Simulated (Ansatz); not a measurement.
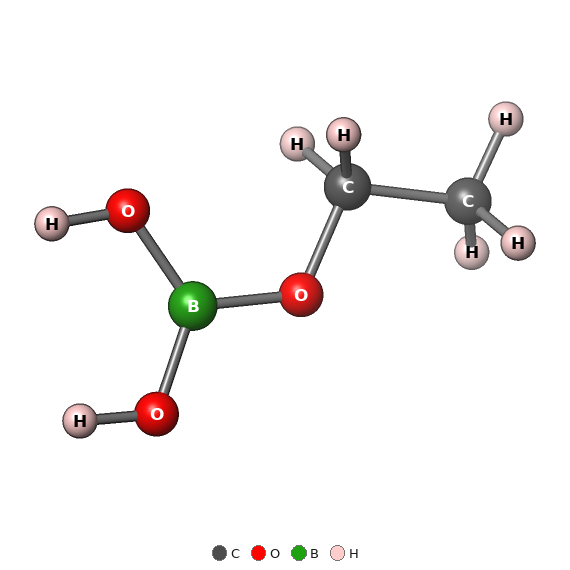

Atoms fade into the background with distance from the viewer. The geometry was computed by an optimisation with PBE0-D4/def2-TZVP.

### Which symmetry elements does this geometry have?

It has 1 mirror plane, so the point group is Cs. The group has 2 operations. The geometry is achiral, and symmetry allows a dipole moment.
